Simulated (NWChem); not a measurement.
**[S2]2− ([S2]2-) at 6 levels**

Aim: a comparison of 6 runs (HF/STO-3G, HF/3-21G, TPSSh/def2-TZVP, PBE0/def2-SVP, B3LYP/6-31G*, CCSD(T)/pcseg-1) of [S2]2− ([S2]2-). 

Program for the calculation: NWChem 7.3.0.

### 1 Starting point

[S2]2−: 2 atoms, total charge -2, spin state singlet. Geometry: relaxed at GFN2-xTB.

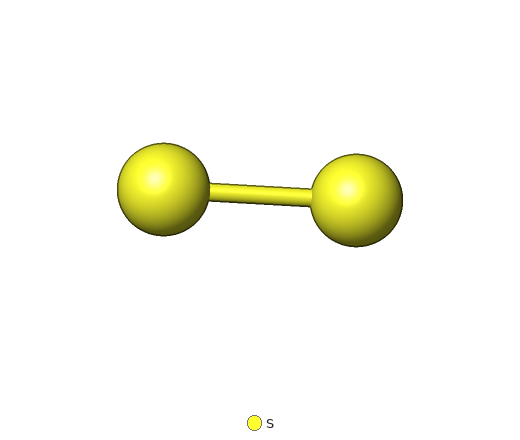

The structure, seen from a chosen angle (sulfur yellow).

### 2 Energy and forces at HF/STO-3G (run 1)

work.nw reads:

```
start work
title "S2"
memory stack 880 mb heap 220 mb global 1100 mb
charge -2

geometry units angstroms noautosym nocenter noautoz
 S        0.701260      -0.595700      -0.444390
 S       -0.701260       0.595700       0.444390
end

basis "ao basis" spherical bse
 * library STO-3G
end

scf
 thresh 1e-08
 maxiter 80
 noprint "final vectors analysis"
end

task scf gradient
```

On the command line:

```
$ nwchem work.nw > work.out
```

The program printed:

```text
[...]
  functions       =    18
[...]
  wavefunction    = RHF
[...]
         Total SCF energy =   -785.629086926407
      One-electron energy =  -1254.177880472599
      Two-electron energy =    402.260212334789
 Nuclear repulsion energy =     66.288581211402
        Time for solution =      0.1s
[...]
                         RHF ENERGY GRADIENTS
    atom               coordinates                        gradient
                 x          y          z           x          y          z
   1 S       1.325189  -1.125710  -0.839775   -0.035147   0.029856   0.022273
   2 S      -1.325189   1.125710   0.839775    0.035147  -0.029856  -0.022273
[...]
```

Run time: 0.66 s. Hardware: 1 thread of AMD EPYC 9R45 (Zen 5), shared host; peak memory 0.098 GiB.

### 3 Energy and gradient at HF/3-21G (run 2)

s2.nw reads:

```
start s2
memory 2200 mb
charge -2

geometry units angstroms noautosym nocenter noautoz
  S        0.701260      -0.595700      -0.444390
  S       -0.701260       0.595700       0.444390
end

basis "ao basis" spherical bse
  S library 3-21G
end

scf
  thresh 1e-08
  maxiter 80
  print low
end

task scf gradient
```

On the command line:

```
$ nwchem s2.nw > s2.out
```

The program printed:

```text
[...]
  functions       =    26
[...]
  wavefunction    = RHF
[...]
         Total SCF energy =   -790.946168217989
      One-electron energy =  -1244.722278932538
      Two-electron energy =    387.487529503147
 Nuclear repulsion energy =     66.288581211402
        Time for solution =      0.1s
[...]
                         RHF ENERGY GRADIENTS
    atom               coordinates                        gradient
                 x          y          z           x          y          z
   1 S       1.325189  -1.125710  -0.839775   -0.079867   0.067845   0.050612
   2 S      -1.325189   1.125710   0.839775    0.079867  -0.067845  -0.050612
 Task  times  cpu:        0.2s     wall:        0.2s
 Total times  cpu:        0.2s     wall:        0.2s
```

Run time: 0.72 s. Hardware: 1 thread of AMD EPYC 9R45 (Zen 5), shared host; peak memory 0.098 GiB.

Run 3 isn't shown in full; the table further down has it.

### 4 Energy and gradient at PBE0/def2-SVP (run 4)

calc.nw reads:

```
start calc
title "S2"
memory 2200 mb
charge -2

geometry units angstroms noautosym nocenter noautoz
   S        0.701260      -0.595700      -0.444390
   S       -0.701260       0.595700       0.444390
end

basis "ao basis" spherical bse
   * library def2-SVP
end

dft
   xc pbe0
   grid xfine
   convergence energy 1e-08
   iterations 100
   mulliken
end

task dft gradient
```

On the command line:

```
$ nwchem calc.nw > calc.out
```

The program printed:

```text
[...]
          Wavefunction type:  closed shell.
          No. of atoms     :     2
          No. of electrons :    34
[...]
          Charge           :    -2
          Spin multiplicity:     1
[...]
          AO basis - number of functions:    36
[...]
              XC Information
              --------------
                         PBE0 Method XC Functional
                     Hartree-Fock (Exact) Exchange  0.250
          PerdewBurkeErnzerhof Exchange Functional  0.750
            Perdew 1991 LDA Correlation Functional  1.000 local
           PerdewBurkeErnz. Correlation Functional  1.000 non-local
[...]
 d= 0,ls=0.0,diis     1   -795.2178245791 -8.62D+02  8.87D-02  4.52D+00     0.2
[...]
 d= 0,ls=0.0,diis     7   -795.6541779031 -2.36D-10  8.10D-08  7.16D-12     1.0
         Total DFT energy =     -795.654177903132
      One electron energy =    -1249.992451143184
           Coulomb energy =      439.731862048341
    Exchange-Corr. energy =      -51.682170019691
 Nuclear repulsion energy =       66.288581211402
[...]
      Total Density - Mulliken Population Analysis
     ---------------------------------------------
    Atom       Charge   Shell Charges
 -----------   ------   -------------------------------------------------------
    1 S   16    17.00   2.00  1.99  1.11  0.83  5.93  1.71  3.39  0.05
    2 S   16    17.00   2.00  1.99  1.11  0.83  5.93  1.71  3.39  0.05
[...]
  wavefunction    = closed shell
                         DFT ENERGY GRADIENTS
    atom               coordinates                        gradient
                 x          y          z           x          y          z
   1 S       1.325189  -1.125710  -0.839775   -0.036405   0.030925   0.023070
   2 S      -1.325189   1.125710   0.839775    0.036405  -0.030925  -0.023070
[...]
```

Wall time 1.8 s (1 thread of AMD EPYC 9R45 (Zen 5), shared host); peak memory 0.12 GiB.

Run 5 isn't shown in full; the table further down has it.

### 5 The energy at CCSD(T)/pcseg-1 (run 6)

job.nw reads:

```
start job
title "S2 energy"
memory 2200 mb
charge -2
geometry units bohr noautosym nocenter noautoz
S   1.32518934 -1.12570985 -0.83977539
S  -1.32518934  1.12570985  0.83977539
end
basis spherical bse
* library pcseg-1
end
scf
thresh 1e-08
maxiter 80
end
ccsd
freeze core 10
maxiter 60
end
task ccsd(t) energy
```

On the command line:

```
$ nwchem job.nw > job.out
```

The program printed:

```text
[...]
  functions       =    36
[...]
  wavefunction    = RHF
[...]
         Total SCF energy =   -794.836315690050
      One-electron energy =  -1247.987423101336
      Two-electron energy =    386.862530834895
 Nuclear repulsion energy =     66.288576576391
        Time for solution =      1.0s
[...]
 Total MP2 energy:           -795.081639464707564
[...]
             energy      energy      error      ampl     ampl      Block
                                                time     time      time
[...]
 Total CCSD energy:           -795.104291040328121
[...]
 Total CCSD+T(CCSD) energy:           -795.111327180601847
[...]
 Total CCSD(T) energy:                -795.111204844214853
[...]
```

Wall time 3.6 s (1 thread of AMD EPYC 9R45 (Zen 5), shared host); peak memory 0.1 GiB.

### 6 Overview of the runs

| run | level | iteration cap | module | energy (Eh) | largest force (eV/Å) | wall time |
| --- | --- | --- | --- | --- | --- | --- |
| 1 | HF/STO-3G | 80 | scf | -785.629087 | 2.633 | 0.66 s |
| 2 | HF/3-21G | 80 | scf | -790.946168 | 5.984 | 0.72 s |
| 3 | TPSSh/def2-TZVP | 100 | dft | -796.296880 | 2.456 | 8.1 s |
| 4 | PBE0/def2-SVP | 100 | dft | -795.654178 | 2.728 | 1.8 s |
| 5 | B3LYP/6-31G* (Cartesian functions) | 100 | dft | -796.225283 | 3.051 | 2.5 s |
| 6 | CCSD(T)/pcseg-1 | 80 | ccsd(t) | -795.111205 | – | 3.6 s |

### 7 Summary of results

| quantity | value |
| --- | --- |
| run 6: total energy | -795.11120 Eh |
| run 6: HOMO energy (Hartree–Fock orbitals) | 4.40 eV |
| run 6: LUMO energy (Hartree–Fock orbitals) | 14.68 eV |
| run 6: HOMO–LUMO gap (to an unbound level, set by the basis) | 10.28 eV |
| run 6: correlation energy (10 core orbitals frozen) | -274.9 mEh |
| run 6: (T) correction | -6.91 mEh |

Totals of different functionals can't be ranked against each other. In runs 4, 5, 6 the HOMO lies above zero, so the outermost electron may be held by the basis alone. In run 1 the basis is minimal, so the values are rough. All runs together took 17 s, the longest 8.1 s.
